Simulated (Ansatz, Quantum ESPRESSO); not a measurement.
# Si3Ru (Fm-3m): zone-centre phonons, part 2 of 3

Aim: the zone-centre modes of Si3Ru (Fm-3m).

Quantum ESPRESSO 7.5; DFT PBE, scalar-relativistic, plane waves, SG15 norm-conserving pseudopotentials.

So far. Step 2 (A first look): No gap opens on this mesh, so smearing is kept; the start stands at -5.6 GPa. Step 4 (Ground state): The cell stands at -0.038 GPa, close enough for phonons. The relaxed cell has a = 6.023 Å (conventional setting).

The structure was built from a prototype and need not be the compound's stable phase.

**5. Linear response at Γ**

At q = 0 one unit cell holds all displacements; symmetry groups them into irreducible representations that are solved one by one. With smeared occupations no response to a homogeneous field can be asked.

ph.in

```
phonons
&inputph
   prefix = 'x'
   outdir = './tmp'
   fildyn = 'g.dyn'
   tr2_ph = 1.0d-18
   alpha_mix(1) = 0.4
   nmix_ph = 8
/
0.000000000000 0.000000000000 0.000000000000
```

The run is started by

```bash
> OMP_NUM_THREADS=1 mpirun -n 4 ph.x -nk 4 -in ph.in > ph.out
```

Log:

```text
[banners, grids, parts of the stress and lines that vanish by symmetry left out]
[banner, memory and clock lines left out]
Program PHONON v.7.5

     ./tmp/x.save/

     IMPORTANT: XC functional enforced from input :
     Exchange-correlation= PBE
                           (   1   4   3   4   0   0   0)
     Any further DFT definition will be discarded
     Please, verify this is what you really want

     G-vector sticks info

     Reading collected, re-writing distributed wavefunctions in ./tmp/

     Number and degeneracy of irreps per q-point
       N         xq(1)         xq(2)         xq(3)   N irreps
       1   0.000000000   0.000000000   0.000000000       4
        3   3   3   3

     Calculation of q =    0.0000000   0.0000000   0.0000000

     phonons

     bravais-lattice index     =            0
     lattice parameter (alat)  =       8.0484  a.u.
     unit-cell volume          =     368.6550 (a.u.)^3
     number of atoms/cell      =            4
     number of atomic types    =            2
     kinetic-energy cut-off    =      60.0000  Ry
     charge density cut-off    =     240.0000  Ry
     convergence threshold     =      1.0E-18
     beta                      =       0.4000
     number of iterations used =            8
     Exchange-correlation= PBE
                           (   1   4   3   4   0   0   0)

     celldm(1)=    8.04844  celldm(2)=    0.00000  celldm(3)=    0.00000
     celldm(4)=    0.00000  celldm(5)=    0.00000  celldm(6)=    0.00000

     crystal axes: (cart. coord. in units of alat)
               a(1) = ( -0.7071  0.0000  0.7071 )
               a(2) = (  0.0000  0.7071  0.7071 )
               a(3) = ( -0.7071  0.7071  0.0000 )

     reciprocal axes: (cart. coord. in units 2 pi/alat)
               b(1) = ( -0.7071 -0.7071  0.7071 )
               b(2) = (  0.7071  0.7071  0.7071 )
               b(3) = ( -0.7071  0.7071 -0.7071 )

     Atoms inside the unit cell:

     Cartesian axes

     site n.  atom      mass           positions (alat units)
        1  Ru    101.0700   tau(    1) = (    0.00000    0.00000    0.00000  )
        2  Si     28.0850   tau(    2) = (   -0.70711    0.70711    0.70711  )
        3  Si     28.0850   tau(    3) = (   -1.06066    1.06066    1.06066  )
        4  Si     28.0850   tau(    4) = (   -0.35355    0.35355    0.35355  )

     Computing dynamical matrix for
                    q = (   0.0000000   0.0000000   0.0000000 )

     49 Sym.Ops. (with q -> -q+G )

     G cutoff =  393.7993  (  23169 G-vectors)     FFT grid: ( 40, 40, 40)

     number of k points=    47  Marzari-Vanderbilt smearing, width (Ry)=  0.0200
                       cart. coord. in units 2pi/alat
        k(    1) = (   0.0000000   0.0000000   0.0000000), wk =   0.0020000
        k(    2) = (  -0.0707107   0.0707107  -0.0707107), wk =   0.0160000
        k(    3) = (  -0.1414214   0.1414214  -0.1414214), wk =   0.0160000
        [... further k-points left out ...]

     PseudoPot. # 1 for Ru read from file:
     ./pseudo/Ru.upf
     Pseudo is Norm-conserving, Zval = 16.0
     Using radial grid of  602 points,  6 beta functions with:
                l(1) =   0
                l(2) =   0
                l(3) =   1
                l(4) =   1
                l(5) =   2
                l(6) =   2

     PseudoPot. # 2 for Si read from file:
     ./pseudo/Si.upf
     Pseudo is Norm-conserving, Zval =  4.0
     Using radial grid of  602 points,  4 beta functions with:
                l(1) =   0
                l(2) =   0
                l(3) =   1
                l(4) =   1

     Mode symmetry, O_h (m-3m)  point group:

     Atomic displacements:
     There are    4 irreducible representations

     Representation     1      3 modes -  To be done

     Representation     2      3 modes -  To be done

     Representation     3      3 modes -  To be done

     Representation     4      3 modes -  To be done

     Alpha used in Ewald sum =   2.3000

     Representation #   1 modes #   1   2   3

     Self-consistent Calculation
      iter #   1   av.it.:   7.4
      thresh= 1.000E-02 alpha_mix =  0.400 |ddv_scf|^2 =  8.803E-08
      iter #   2   av.it.:  15.8
      thresh= 2.967E-05 alpha_mix =  0.400 |ddv_scf|^2 =  1.704E-09
      iter #   3   av.it.:  15.9
      thresh= 4.128E-06 alpha_mix =  0.400 |ddv_scf|^2 =  2.254E-10
      iter #   4   av.it.:  15.5
      thresh= 1.501E-06 alpha_mix =  0.400 |ddv_scf|^2 =  1.603E-12
      iter #   5   av.it.:  17.5
      thresh= 1.266E-07 alpha_mix =  0.400 |ddv_scf|^2 =  2.898E-14
      iter #   6   av.it.:  16.5
      thresh= 1.702E-08 alpha_mix =  0.400 |ddv_scf|^2 =  5.506E-15
      iter #   7   av.it.:  16.7
      thresh= 7.420E-09 alpha_mix =  0.400 |ddv_scf|^2 =  2.309E-17
      iter #   8   av.it.:  16.9
      thresh= 4.805E-10 alpha_mix =  0.400 |ddv_scf|^2 =  4.974E-19

     End of self-consistent calculation

     Convergence has been achieved

     Representation #   2 modes #   4   5   6

     Self-consistent Calculation
      iter #   1   av.it.:   6.5
      thresh= 1.000E-02 alpha_mix =  0.400 |ddv_scf|^2 =  1.988E-08
      iter #   2   av.it.:  15.9
      thresh= 1.410E-05 alpha_mix =  0.400 |ddv_scf|^2 =  1.551E-09
      iter #   3   av.it.:  16.0
      thresh= 3.938E-06 alpha_mix =  0.400 |ddv_scf|^2 =  1.758E-10
      iter #   4   av.it.:  14.9
      thresh= 1.326E-06 alpha_mix =  0.400 |ddv_scf|^2 =  1.713E-11
      iter #   5   av.it.:  14.4
      thresh= 4.139E-07 alpha_mix =  0.400 |ddv_scf|^2 =  3.437E-13
      iter #   6   av.it.:  16.9
      thresh= 5.863E-08 alpha_mix =  0.400 |ddv_scf|^2 =  2.905E-15
[...]
End of self-consistent calculation

     Convergence has been achieved

     Representation #   3 modes #   7   8   9

     Self-consistent Calculation
[...]
End of self-consistent calculation

     Convergence has been achieved

     Representation #   4 modes #  10  11  12

     Self-consistent Calculation
[...]
iter #   4   av.it.:  16.6
      thresh= 6.153E-06 alpha_mix =  0.400 |ddv_scf|^2 =  1.304E-10
      iter #   5   av.it.:  16.7
      thresh= 1.142E-06 alpha_mix =  0.400 |ddv_scf|^2 =  5.666E-12
      iter #   6   av.it.:  16.8
      thresh= 2.380E-07 alpha_mix =  0.400 |ddv_scf|^2 =  7.939E-14
      iter #   7   av.it.:  15.8
      thresh= 2.818E-08 alpha_mix =  0.400 |ddv_scf|^2 =  1.364E-14
      iter #   8   av.it.:  17.0
      thresh= 1.168E-08 alpha_mix =  0.400 |ddv_scf|^2 =  5.595E-17
      iter #   9   av.it.:  17.3
      thresh= 7.480E-10 alpha_mix =  0.400 |ddv_scf|^2 =  1.816E-18
      iter #  10   av.it.:  17.0
      thresh= 1.347E-10 alpha_mix =  0.400 |ddv_scf|^2 =  2.511E-19

     End of self-consistent calculation

     Convergence has been achieved

     Number of q in the star =    1
     List of q in the star:
          1   0.000000000   0.000000000   0.000000000

     Diagonalizing the dynamical matrix

     q = (    0.000000000   0.000000000   0.000000000 )

 **************************************************************************
     freq (    1) =      -2.105698 [THz] =     -70.238510 [cm-1]
     freq (    2) =      -2.105698 [THz] =     -70.238510 [cm-1]
     freq (    3) =      -2.105698 [THz] =     -70.238510 [cm-1]
     freq (    4) =       0.140375 [THz] =       4.682392 [cm-1]
     freq (    5) =       0.140375 [THz] =       4.682392 [cm-1]
     freq (    6) =       0.140375 [THz] =       4.682392 [cm-1]
     freq (    7) =       7.191928 [THz] =     239.896892 [cm-1]
     freq (    8) =       7.191928 [THz] =     239.896892 [cm-1]
     freq (    9) =       7.191928 [THz] =     239.896892 [cm-1]
     freq (   10) =       7.891918 [THz] =     263.246059 [cm-1]
     freq (   11) =       7.891918 [THz] =     263.246059 [cm-1]
     freq (   12) =       7.891918 [THz] =     263.246059 [cm-1]
 **************************************************************************

     Mode symmetry, O_h (m-3m)  point group:

     freq (   1-   3) =        -70.2  [cm-1]   --> T_1u G_15  G_4- I
     freq (   4-   6) =          4.7  [cm-1]   --> T_1u G_15  G_4- I
     freq (   7-   9) =        239.9  [cm-1]   --> T_2g G_25' G_5+ R
     freq (  10-  12) =        263.2  [cm-1]   --> T_1u G_15  G_4- I
```

Elapsed: 5.4 min, on 4 MPI ranks of Arm Neoverse V2, shared host.

Read from the output:

```
largest acoustic frequency at the zone centre before the sum rule : 4.68 cm⁻¹
highest optical zone-centre mode (no LO-TO term)                  : 263.2 cm⁻¹
lowest optical zone-centre mode                                   : -70.24 cm⁻¹
```

The acoustic modes at Γ come out as far as 4.7 cm⁻¹ from zero, where they should vanish, a small numerical error. The lowest optical mode is imaginary, 70i cm⁻¹, an instability at this level and on this k mesh.

**6. Modes with the sum rule**

A rigid shift of the crystal must cost nothing, but grids and finite bases break this; the acoustic sum rule is imposed before the matrix is diagonalised again.

dynmat.in

```
&input
   fildyn = 'g.dyn'
   asr = 'simple'
   fileig = 'dynmat.eig'
/
```

The run is started by

```bash
> dynmat.x -in dynmat.in > dynmat.out
```

Log:

```text
[banner, memory and clock lines left out]
Program DYNMAT v.7.5

     Reading Dynamical Matrix from file g.dyn
     ...Force constants read
     ...epsilon and Z* not read (not found on file)
     A direction for q was not specified:TO-LO splitting will be absent

     Polarizability (A^3 units)
     multiply by 1.000000 for Clausius-Mossotti correction
         0.000000    0.000000    0.000000
         0.000000    0.000000    0.000000
         0.000000    0.000000    0.000000

     IR activities are in (D/A)^2/amu units

# mode   [cm-1]    [THz]      IR
    1    -70.41   -2.1107    0.0000
    2    -70.41   -2.1107    0.0000
    3    -70.41   -2.1107    0.0000
    4     -0.00   -0.0000    0.0000
    5      0.00    0.0000    0.0000
    6      0.00    0.0000    0.0000
    7    239.84    7.1901    0.0000
    8    239.84    7.1901    0.0000
    9    239.84    7.1901    0.0000
   10    263.19    7.8903    0.0000
   11    263.19    7.8903    0.0000
   12    263.19    7.8903    0.0000

[end of the log left out, with the tail of the file of modes that dynmat.x writes under the same name]
```

The job ended after 0.45 s (1 thread).

This step gave:

* lowest optical zone-centre mode: -70.41 cm⁻¹

Unit eigenvectors of the mass-weighted matrix after the sum rule; no LO-TO term. Modes at Γ, with each element's share of the kinetic energy (negative means imaginary):

```
mode  frequency (cm⁻¹)  Ru %  Si %
   1             -70.4    43    57
   2             -70.4    43    57
   3             -70.4    43    57
   4               0.0    55    45
   5               0.0    55    45
   6               0.0    55    45
   7             239.8     0   100
   8             239.8     0   100
   9             239.8     0   100
  10             263.2     3    97
  11             263.2     3    97
  12             263.2     3    97
```

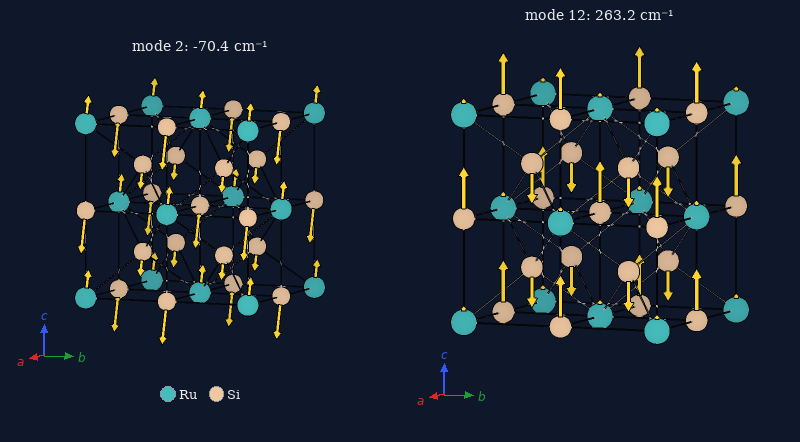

Displacement patterns of modes 2 and 12 at Γ; arrows are exaggerated. Some periodic images of atoms are drawn too.

The rule moves no optical mode by more than 0.2 cm⁻¹.

**7. Sum rules set otherwise (asr no)**

Without the rule the raw error of the acoustic modes shows.

dynmat.in

```
&input
   fildyn = 'g.dyn'
   asr = 'no'
   fileig = 'dynmat.eig'
/
```

The run is started by

```bash
> dynmat.x -in dynmat.in > dynmat.out
```

Log:

```text
[banner, memory and clock lines left out]
Program DYNMAT v.7.5

     Reading Dynamical Matrix from file g.dyn
     ...Force constants read
     ...epsilon and Z* not read (not found on file)
     A direction for q was not specified:TO-LO splitting will be absent

     Polarizability (A^3 units)
     multiply by 1.000000 for Clausius-Mossotti correction
         0.000000    0.000000    0.000000
         0.000000    0.000000    0.000000
         0.000000    0.000000    0.000000

     IR activities are in (D/A)^2/amu units

# mode   [cm-1]    [THz]      IR
    1    -70.24   -2.1057    0.0000
    2    -70.24   -2.1057    0.0000
    3    -70.24   -2.1057    0.0000
    4      4.68    0.1404    0.0000
    5      4.68    0.1404    0.0000
    6      4.68    0.1404    0.0000
    7    239.90    7.1919    0.0000
    8    239.90    7.1919    0.0000
    9    239.90    7.1919    0.0000
   10    263.25    7.8919    0.0000
   11    263.25    7.8919    0.0000
   12    263.25    7.8919    0.0000

[end of the log left out, with the tail of the file of modes that dynmat.x writes under the same name]
```

Wall time 0.45 s (1 thread).

Read from the output:

```yaml
lowest_optical_zone_centre_mode: -70.24 cm⁻¹
```

Zone-centre frequencies as printed; negative means imaginary. Modes:

```
mode  frequency (cm⁻¹)
   1            -70.24
   2            -70.24
   3            -70.24
   4              4.68
   5              4.68
   6              4.68
   7             239.9
   8             239.9
   9             239.9
  10             263.2
  11             263.2
  12             263.2
```

Against the first rule no mode moves by more than 4.7 cm⁻¹.

**8. Sum rules set otherwise (asr crystal)**

The rule can be imposed in more than one way; the choices should agree where the raw error is small.

dynmat.in

```
&input
   fildyn = 'g.dyn'
   asr = 'crystal'
   fileig = 'dynmat.eig'
/
```

The run is started by

```bash
> dynmat.x -in dynmat.in > dynmat.out
```

Log:

```text
[banner, memory and clock lines left out]
Program DYNMAT v.7.5

     Reading Dynamical Matrix from file g.dyn
     ...Force constants read
     ...epsilon and Z* not read (not found on file)
     Acoustic Sum Rule: || Z*(ASR) - Z*(orig)|| =    0.000000E+00
     Acoustic Sum Rule: ||dyn(ASR) - dyn(orig)||=    1.458198E-04
     A direction for q was not specified:TO-LO splitting will be absent

     Polarizability (A^3 units)
     multiply by 1.000000 for Clausius-Mossotti correction
         0.000000    0.000000    0.000000
         0.000000    0.000000    0.000000
         0.000000    0.000000    0.000000

     IR activities are in (D/A)^2/amu units

# mode   [cm-1]    [THz]      IR
    1    -70.24   -2.1058    0.0000
    2    -70.24   -2.1058    0.0000
    3    -70.24   -2.1058    0.0000
    4      0.00    0.0000    0.0000
    5      0.00    0.0000    0.0000
    6      0.00    0.0000    0.0000
    7    239.90    7.1919    0.0000
    8    239.90    7.1919    0.0000
    9    239.90    7.1919    0.0000
   10    263.25    7.8919    0.0000
   11    263.25    7.8919    0.0000
   12    263.25    7.8919    0.0000

[end of the log left out, with the tail of the file of modes that dynmat.x writes under the same name]
```

Elapsed: 0.45 s, on 1 thread.

Zone-centre frequencies as printed; negative means imaginary. Modes:

```
mode  frequency (cm⁻¹)
   1            -70.24
   2            -70.24
   3            -70.24
   4                 0
   5                 0
   6                 0
   7             239.9
   8             239.9
   9             239.9
  10             263.2
  11             263.2
  12             263.2
```

Against the first rule no mode moves by more than 0.2 cm⁻¹.

[end of part 2 of 3]

[Host names and launcher messages were left out of these logs when they were recorded.]

[Logs are printed without paths, hosts, clocks, repeated set-up lines and the standing remarks that a program may print on its own settings, such as how far it seeks lower states.]

[Hosts, paths, dates, database ids (printed as entryN), source tags and the programs' standing remarks are cut or masked in the printed files.]
